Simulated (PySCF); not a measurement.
## Electronic structure of C$_{2}$H$_{13}$N$_{2}$PSi$_{2}$ in real space

```xyz
20

N    -1.8133    1.7433   -0.4165
Si   -1.3548    0.1104   -0.0456
N    -2.3337   -0.5814    1.2040
P    -1.6082   -0.9350   -2.0231
C     0.4571   -0.1022    0.5280
C     1.4364    0.1523   -0.6157
Si    3.2463   -0.1286   -0.1134
H    -1.6223    2.1007   -1.3388
H    -1.6737    2.4678    0.2698
H    -2.1698   -0.2986    2.1569
H    -3.3247   -0.6616    1.0409
H    -2.9382   -1.2477   -1.8240
H    -1.1936   -2.1643   -1.5471
H     0.6113   -1.1070    0.9211
H     0.6660    0.5875    1.3470
H     1.1775   -0.5045   -1.4521
H     1.3033    1.1728   -0.9825
H     4.1280    0.1914   -1.2376
H     3.4295   -1.5261    0.2849
H     3.5718    0.7416    1.0214
```

Geometry: GFN2-xTB.

These are results of PBE0/pcSseg-1, SCF density, gas phase, non-relativistic in PySCF 2.14.0, not measurements.

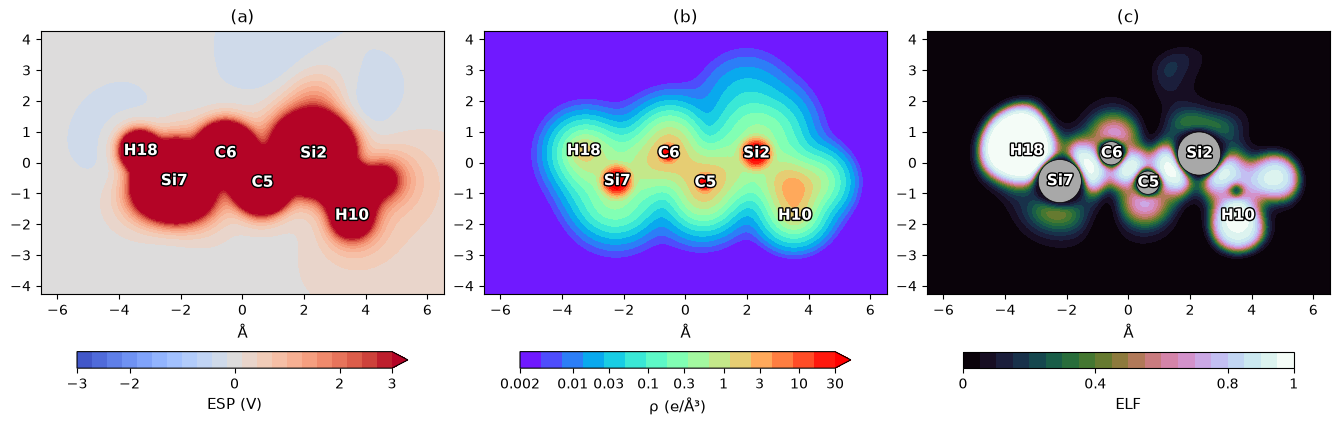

Figure 1. (a) molecular electrostatic potential; (b) electron density; (c) ELF on the plane of atoms C6, Si7 and H18. Grey discs cover the atomic cores in the ELF map.

Q: What does the map show?

A: The section cuts through Si, C and H sites. C–C (1.53 Å): ρ is about 1.6 e/Å³ halfway; the ELF peaks at about 0.95 between the atoms, as expected for localised, covalent bonding. C–Si (1.90 Å): ρ at the midpoint is about 0.92 e/Å³; the ELF peaks at about 0.95 between the atoms; localised, covalent bonding. Outside the dense part of the molecule the potential is most negative (−0.3 V) near P4, which lies off the plane.

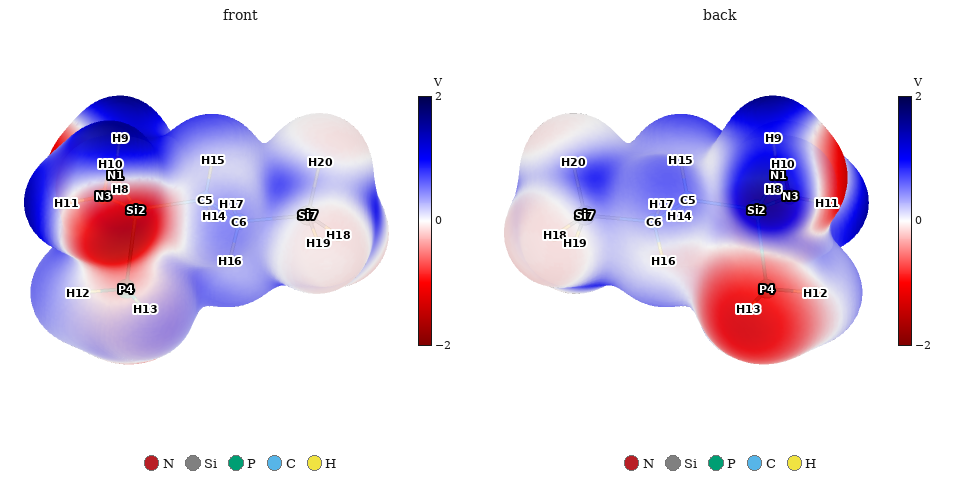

Figure 2. The electrostatic potential painted on the density surface at 0.002 e/bohr³, seen from the front and from behind; red is negative and blue positive.

Q: Where is the surface potential most negative and most positive?

A: The most negative region (about −1.4 V, or −32 kcal/mol for a unit charge) lies over N3, the most positive (about +1.6 V, or +37 kcal/mol for a unit charge) over H9 and H10. N3 is the likeliest acceptor of a hydrogen bond.

Q: How polar is the molecule by this calculation?

A: Its dipole moment is 2.33 D.
